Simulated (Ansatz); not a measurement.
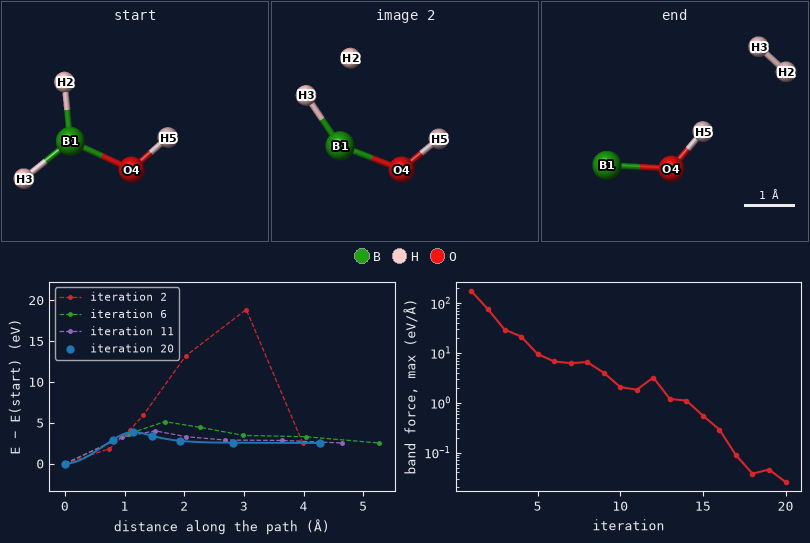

A nudged-elastic-band calculation for BH3O. Images are numbered from 0 (start) to 6 (end). The plot follows the band through its iterations. Style: ball-and-stick. Shown at a tilt.

All numbers below come from RKS BLYP-D4/def2-TZVP in Ansatz. Run with 5 movable images; climbing image; force threshold 0.03 eV/Å; iteration limit 60; starting path through a guess of the saddle point.

Judge this run.

Answer. The run is converged, with reservations. The band converged in 20 iterations. The largest component of the band force went from 170 to 0.026 eV/Å. The climbing image converged on the top of the path. Its curvatures weren't checked. The first iteration put the highest image at 49.51 eV. The highest point, image 2, lies 3.89 eV above the start and 1.36 eV above the end; the end is at +2.54 eV relative to the start.
